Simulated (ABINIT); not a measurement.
## BAs (F-43m): G0W0 with ABINIT, start to end

How does a plane-wave GW calculation on BAs (F-43m) run from the first input to the gap?

Program: ABINIT 10.8.3. Level of theory: PBE and many-body steps on it, plane waves. Results are calculated unless marked as measured.

**What was measured.**

- Gap 4.12 eV: direct gap from square of absorption coefficient, average of two samples; spectroscopic ellipsometry; 300 K; bulk crystal (CVT-grown opaque bulk crystals) (“Optical properties of cubic boron arsenide”, 2019, arxiv:1911.04914).

- Gap 2.02 eV: indirect gap from square root of absorption coefficient, average of three samples; transmission and reflection spectroscopy; 300 K; bulk crystal (CVT-grown platelets about 10 um thick) (“Optical properties of cubic boron arsenide”, 2019, arxiv:1911.04914).

- Gap 1.82 eV: indirect optical gap from absorption edge; UV-visible absorption; 300 K; bulk crystal (single crystal grown by chemical vapor transport) (“Basic Physical Properties of Cubic Boron Arsenide”, 2019, arxiv:1911.11281).

- Gap 1.82 eV: indirect gap from Tauc plot of optical absorption; UV-visible absorption, indirect Tauc plot; 300 K; bulk crystal (three thin as-grown single crystals with the same absorption edge) (“Photoluminescence mapping and time-domain thermo-photoluminescence for rapid imaging and measurement of thermal conductivity of boron arsenide”, 2019, arxiv:1910.07149).

Report form: the programs' logs are mostly left out.

### 1. The starting structure

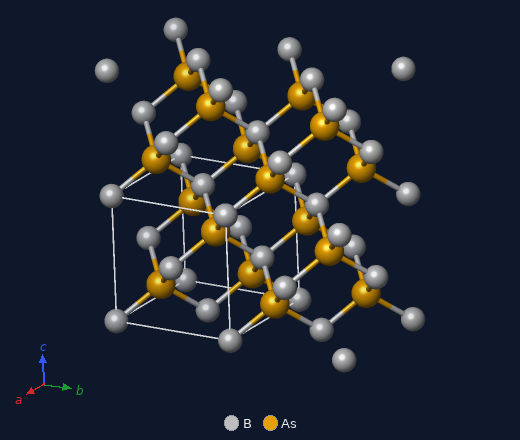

The starting structure, seen slightly off an axis (boron light grey, arsenic orange). 1×2×2 cells are drawn. This picture shows the conventional cell, with its axes. Bonds to atoms that aren't drawn are left out. Some periodic images of atoms are drawn too.

The cell and positions come from the Crystallography Open Database and are kept as given unless a step says otherwise.

### 2. Ground state

This step: ABINIT 10.8.3; DFT, PBE, plane waves, norm-conserving pseudopotentials.

The ground-state density comes first.

The input, run.abi:

```
acell 3*1.0 Angstrom
rprim 
  -0.000000000000 2.388500000000 2.388500000000
  2.388500000000 -0.000000000000 2.388500000000
  2.388500000000 2.388500000000 -0.000000000000
ntypat 2
znucl 5 33
natom 2
typat 1 2
xred 
  0.000000000000 0.000000000000 0.000000000000
  0.250000000000 0.250000000000 0.250000000000
pp_dirpath "pseudos"
pseudos "B.upf, As.upf"
ecut 44
ngkpt 8 8 8
nshiftk 1
shiftk 0 0 0
kptopt 1
chksymbreak 0
nband 18
occopt 1
tolvrs 1e-10
nstep 60
prtwf 0
optforces 0
optstress 0
indata_prefix "in"
outdata_prefix "out"
tmpdata_prefix "tmp"
```

Run with:

```bash
OMP_NUM_THREADS=1 mpirun -n 8 abinit run.abi > log
```

The job ended after 9 s (8 MPI ranks of Arm Neoverse V1, shared host; peak memory 0.56 GiB).

Numbers from this step:

```yaml
total_energy: -8386.3532 eV
gap: 1.208 eV
k_of_the_valence_top: 0, 0, 0
k_of_the_conduction_bottom: 0.375, 0.375, 0
least_direct_gap: 3.289 eV
```

The gap is indirect, with the least direct gap 2.08 eV higher.

### 3. Bands along the symmetry lines

Levels along a band path, at the cheap level, show where the edges lie and whether the meshes to come will hold them.

The input, run.abi:

```
acell 3*1.0 Angstrom
rprim 
  -0.000000000000 2.388500000000 2.388500000000
  2.388500000000 -0.000000000000 2.388500000000
  2.388500000000 2.388500000000 -0.000000000000
ntypat 2
znucl 5 33
natom 2
typat 1 2
xred 
  0.000000000000 0.000000000000 0.000000000000
  0.250000000000 0.250000000000 0.250000000000
pp_dirpath "pseudos"
pseudos "B.upf, As.upf"
ecut 44
iscf -2
irdden 1
kptopt 0
nkpt 50
kpt 
  0.00000000 0.00000000 0.00000000
  -0.06250000 -0.06250000 0.00000000
  -0.12500000 -0.12500000 0.00000000
  -0.18750000 -0.18750000 0.00000000
  -0.25000000 -0.25000000 0.00000000
  -0.31250000 -0.31250000 0.00000000
  -0.37500000 -0.37500000 0.00000000
  -0.43750000 -0.43750000 0.00000000
  -0.50000000 -0.50000000 0.00000000
  -0.48437500 -0.48437500 0.03125000
  -0.46875000 -0.46875000 0.06250000
  -0.45312500 -0.45312500 0.09375000
  -0.43750000 -0.43750000 0.12500000
  -0.42187500 -0.42187500 0.15625000
  -0.40625000 -0.40625000 0.18750000
  -0.39062500 -0.39062500 0.21875000
  -0.37500000 -0.37500000 0.25000000
  -0.37500000 0.00000000 0.37500000
  -0.32812500 0.00000000 0.32812500
  -0.28125000 0.00000000 0.28125000
  -0.23437500 0.00000000 0.23437500
  -0.18750000 0.00000000 0.18750000
  -0.14062500 0.00000000 0.14062500
  -0.09375000 0.00000000 0.09375000
  -0.04687500 0.00000000 0.04687500
  0.00000000 0.00000000 0.00000000
  0.00000000 0.00000000 0.06250000
  0.00000000 0.00000000 0.12500000
  0.00000000 0.00000000 0.18750000
  0.00000000 0.00000000 0.25000000
  0.00000000 0.00000000 0.31250000
  0.00000000 0.00000000 0.37500000
  0.00000000 0.00000000 0.43750000
  -0.00000000 -0.00000000 0.50000000
  -0.06250000 -0.03125000 0.46875000
  -0.12500000 -0.06250000 0.43750000
  -0.18750000 -0.09375000 0.40625000
  -0.25000000 -0.12500000 0.37500000
  -0.31250000 -0.15625000 0.34375000
  -0.37500000 -0.18750000 0.31250000
  -0.43750000 -0.21875000 0.28125000
  -0.50000000 -0.25000000 0.25000000
  -0.50000000 -0.28125000 0.21875000
  -0.50000000 -0.31250000 0.18750000
  -0.50000000 -0.34375000 0.15625000
  -0.50000000 -0.37500000 0.12500000
  -0.50000000 -0.40625000 0.09375000
  -0.50000000 -0.43750000 0.06250000
  -0.50000000 -0.46875000 0.03125000
  -0.50000000 -0.50000000 0.00000000
istwfk *1
nband 20
nbdbuf 2
tolwfr 1e-08
nstep 40
prtwf 0
prtvol 0
indata_prefix "in"
outdata_prefix "out"
tmpdata_prefix "tmp"
```

Wall time 7.9 s (8 MPI ranks); peak memory 0.5 GiB; 63 s of CPU time.

Numbers from this step:

```yaml
gap: 1.208 eV
k_of_the_valence_top: 0, 0, 0
k_of_the_conduction_bottom: -0.375, -0.375, 0
least_direct_gap: 3.289 eV
```

The gap is 1.208 eV, as in the run before at this level.

The electronic bands at the labelled points (eV, zero at the top of the highest filled band):

| point | band 10 | band 11 | band 12 | band 13 | band 14 | band 15 | band 16 | band 17 |
| --- | --- | --- | --- | --- | --- | --- | --- | --- |
| Γ | -15.40 | 0.00 | 0.00 | 0.00 | 3.29 | 3.29 | 3.29 | 4.68 |
| X | -11.22 | -8.51 | -4.07 | -4.07 | 1.45 | 1.46 | 11.40 | 11.40 |
| U | -11.27 | -8.13 | -5.94 | -3.48 | 2.06 | 5.56 | 9.24 | 9.78 |
| jump to K | -11.27 | -8.13 | -5.94 | -3.48 | 2.06 | 5.56 | 9.24 | 9.78 |
| Γ | -15.40 | 0.00 | 0.00 | 0.00 | 3.29 | 3.29 | 3.29 | 4.68 |
| L | -12.53 | -8.77 | -1.82 | -1.82 | 2.70 | 4.81 | 4.81 | 8.90 |
| W | -11.07 | -8.05 | -5.48 | -5.19 | 5.28 | 5.95 | 6.84 | 7.06 |
| X | -11.22 | -8.51 | -4.07 | -4.07 | 1.45 | 1.46 | 11.40 | 11.40 |

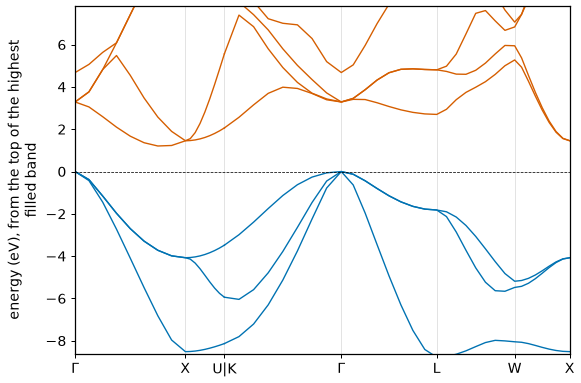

Electronic bands along the path; lines of filled and empty bands in two colours.

### 4. Empty states on the mesh, 4×4×4 mesh, 110 bands

The sums over transitions need many empty states on a uniform mesh; this step solves for them.

The input, run.abi:

```
acell 3*1.0 Angstrom
rprim 
  -0.000000000000 2.388500000000 2.388500000000
  2.388500000000 -0.000000000000 2.388500000000
  2.388500000000 2.388500000000 -0.000000000000
ntypat 2
znucl 5 33
natom 2
typat 1 2
xred 
  0.000000000000 0.000000000000 0.000000000000
  0.250000000000 0.250000000000 0.250000000000
pp_dirpath "pseudos"
pseudos "B.upf, As.upf"
ecut 44
ngkpt 4 4 4
nshiftk 1
shiftk 0 0 0
kptopt 1
chksymbreak 0
irdden 1
istwfk *1
nband 110
prtvol 0
optdriver 6
gwr_task "HDIAGO"
paral_kgb 0
occopt 1
indata_prefix "in"
outdata_prefix "out"
tmpdata_prefix "tmp"
```

Run time: 17 s. Hardware: 8 MPI ranks; peak memory 3.3 GiB.

Numbers from this step:

```
gap                                                           : 1.453 eV
k of the valence top                                          : 0, 0, 0
k of the conduction bottom                                    : 0.5, 0.5, 0
least direct gap                                              : 3.289 eV
k points computed                                             : 8
lowest point of the top converged band, above the valence top : 112.2428 eV
```

On this mesh the gap is 1.453 eV. The earlier step found 1.208 eV, so this mesh misses an edge.

### 5. Screening, 4×4×4 mesh, 102 bands, screening to 190.5 eV

The RPA dielectric matrix is built and inverted for each q.

This step: RPA screening on PBE, plane waves, norm-conserving pseudopotentials.

Edit run.abi of step 4 so:

```diff
@@ -20,10 +20,11 @@
 chksymbreak 0
-irdden 1
 istwfk *1
-nband 110
-prtvol 0
-optdriver 6
-gwr_task "HDIAGO"
-paral_kgb 0
 occopt 1
+irdwfk 1
+optdriver 3
+nband 102
+ecuteps 7
+inclvkb 2
+awtr 1
+symchi 1
 indata_prefix "in"
```

Elapsed: 13 s, on 8 MPI ranks; peak memory 1.1 GiB; 1.7 min of CPU time.

This step gave:

- ε∞ with local fields, on this mesh, along the program's q direction: 13.99
- the same without local fields: 15.30
- plasma frequency: 36.27 eV
- plane waves in the screening matrix: 169

Local fields lower ε∞ by 9 %. On a Γ-centred mesh this coarse the value itself is usually too large, while a short band sum pulls it down.

### 6. Self-energy, 4×4×4 mesh, 102 bands, screening to 190.5 eV

The self-energy is evaluated for the states that the input lists, and the levels follow from it, in one-shot runs by the linearised quasiparticle equation.

This step: G0W0 on PBE, plane waves, norm-conserving pseudopotentials.

Edit run.abi of step 5 so:

```diff
@@ -23,8 +23,17 @@
 irdwfk 1
-optdriver 3
+optdriver 4
 nband 102
+gwcalctyp 0
+ecutsigx 44
+symsigma 1
+nkptgw 2
+kptgw 
+  0.0000000000 0.0000000000 0.0000000000
+  0.5000000000 0.5000000000 0.0000000000
+bdgw 
+  11 16
+  12 15
 ecuteps 7
-inclvkb 2
-awtr 1
-symchi 1
+irdscr 1
+ppmodel 1
 indata_prefix "in"
```

Elapsed: 4.7 s, on 8 MPI ranks; peak memory 0.95 GiB; 37 s of CPU time.

This step gave:

```
G0W0 gap on the points computed              : 1.947 eV
starting gap on the mesh                     : 1.453 eV
k of the valence top                         : 0, 0, 0
k of the conduction bottom                   : 0.5, 0.5, 0
Z at the valence top                         : 0.808
Z at the conduction bottom                   : 0.818
least direct G0W0 gap on the computed points : 4.12 eV
```

The gap on the mesh goes from 1.45 eV to 1.95 eV, a correction of +0.49 eV. The start differs from the 1.21 eV found before because the two sample other k points.

Limits: finite bands, cutoff and mesh; no spin-orbit coupling; coarse k mesh. v1 is the top filled band, c1 the lowest empty one. The levels before and after the correction (eV, zero at the valence-band top of each column):

|  | conduction bottom | valence top |
| --- | --- | --- |
| Kohn-Sham | 1.45 | 0.00 |
| G0W0 | 1.95 | 0.00 |

|  | level | energy (eV) |
| --- | --- | --- |
| Kohn-Sham | Γ v3-v1 | 0.000 |
| Kohn-Sham | Γ c1-c3 | 3.289 |
| Kohn-Sham | (0.5 0.5 0) v2-v1 | -4.073 |
| Kohn-Sham | (0.5 0.5 0) c1 | 1.453 |
| Kohn-Sham | (0.5 0.5 0) c2 | 1.458 |
| G0W0 | Γ v3-v1 | 0.000 |
| G0W0 | Γ c1-c3 | 4.120 |
| G0W0 | (0.5 0.5 0) v2-v1 | -4.322 |
| G0W0 | (0.5 0.5 0) c1 | 1.947 |
| G0W0 | (0.5 0.5 0) c2 | 2.029 |

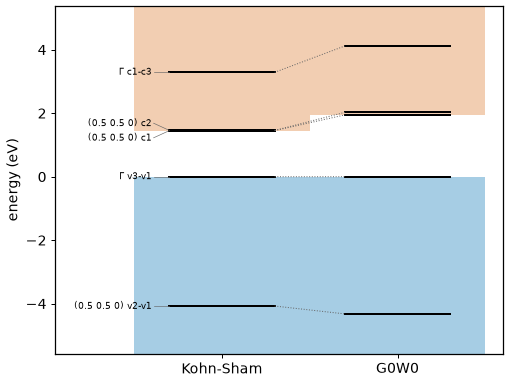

Levels before and after the correction. Shaded: valence and conduction bands.

### 7. Where the time went

Times are wall times on 8 MPI ranks of Arm Neoverse V1, shared host, good to a factor of about two.

| step | time | share | memory (GiB) |
| --- | --- | --- | --- |
| ground state | 9 s | 18 % | 0.56 |
| bands along the symmetry lines | 7.9 s | 16 % | 0.5 |
| empty states on the mesh | 17 s | 32 % | 3.3 |
| screening | 13 s | 25 % | 1.1 |
| self-energy | 4.7 s | 9 % | 0.95 |

### 8. What came out

| Quantity | Value |
| --- | --- |
| PBE gap | 1.21 eV, indirect |
| G0W0 gap on the mesh | 1.95 eV |
| G0W0 gap over the zone (rigid shift) | 1.70 eV |
| GW settings | 4×4×4 mesh, 102 bands, screening to 190.5 eV, Godby-Needs plasmon pole |
| known limits | not at the basis limit; no spin-orbit coupling; coarse k mesh |

**Reading.** G0W0 moves the gap on the mesh from 1.45 eV to 1.95 eV (+0.49 eV), with Z of 0.81 and 0.82 at the edges. The mesh misses the band edges by 0.25 eV in all; a rigid shift gives 1.70 eV for the zone. Local fields lower the RPA ε∞ on this mesh from 15.30 to 13.99; a Γ-centred mesh this coarse tends to raise both, most where the direct gap is narrow, while a short band sum lowers them. Only 2 of the mesh's irreducible points were corrected, so a valley elsewhere could overtake. Against experiment, by G0W0@PBE: the direct gap of 4.12 eV lies +0.00 eV from the measured 4.12 eV (direct, 300 K, 2019); the gap of 1.70 eV lies −0.32 eV from the measured 2.02 eV (indirect, 300 K, 2019); the gap of 1.70 eV lies −0.12 eV from the measured 1.82 eV (indirect, 300 K, 2019); the gap of 1.70 eV lies −0.12 eV from the measured 1.82 eV (indirect, 300 K, 2019). An exciton line or allowed optical edge lies below the quasiparticle gap by the binding energy; a forbidden edge can push the onset above it. The calculation has static nuclei and no excitons; a measured gap holds zero-point and thermal motion, which mostly lowers it. Bands and cutoff are finite, so the gap is not at the basis limit. The miss can reach some tenths of an eV and take either sign; the mesh is an error of its own. In the G0W0 run levels were corrected at 2 k points alone, so a gap called «on the mesh» is the least over those, and an edge elsewhere would be missed. A denser mesh or path gives a starting gap of 1.21 eV: the GW mesh misses a band edge, so its gaps are not the fundamental one. The 4×4×4 mesh is coarse for this cell, which bears on the long-range parts of exchange and screening. The many-body steps are scalar-relativistic: spin-orbit coupling is not in them.

[Paths, hosts, dates, memory and timing lines, banners, echoed tables and standing remarks are left out of the program output.]

[Logs are printed without paths, hosts, clocks, repeated set-up lines and the standing remarks that a program may print on its own settings, such as how far it seeks lower states.]

[Runs of the session that timed out or met a known fault of the program may be left out.]

[No measured gap is set beside runs whose start may be inverted or whose files or cutoffs have a known fault.]

[Hosts, paths, dates, database ids (printed as entryN), source tags and the programs' standing remarks are cut or masked in the printed files.]

[G0W0 gaps are taken among the corrected bands and points alone; a level outside them can change the order at an edge.]

[Where Ansatz stands beside ABINIT at settings called matched, ABINIT's density can come from a denser mesh and the files from another edition; pairs whose starting gaps differed by over 0.03 eV were left out, so agreement reads better than it is.]
